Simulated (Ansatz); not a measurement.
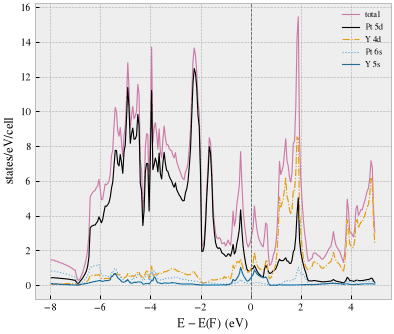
Total and projected density of states of YPt2 (cubic Laves (MgCu2 type), Fd-3m), plane-wave PAW r²SCAN (Ansatz code)

Which orbitals carry the states next to the Fermi level?

Within 0.5 eV of the Fermi level: Pt 5d 40 %, Y 4d 31 %, Y 5s 15 %, outside the projected shells 10 %. Projections are on Löwdin-orthogonalised atomic valence shells; empty p or d shells of many metals are not among them.

Where is the tallest occupied peak in this window, and what makes it?

Near -3.9 eV, about 14 states/eV per cell; the largest projected share is Pt 5d.

The workflow started from an entry of the Crystallography Open Database (COD). Whether it is the stable phase at ambient conditions was not checked. Symmetry was held in the r²SCAN relaxation; whether a distortion lowers the energy is not shown. No spin polarisation was allowed. Scalar-relativistic: spin–orbit coupling is off unless named, which matters more the heavier the elements.

Potentials: the later of the program's two PAW sets.
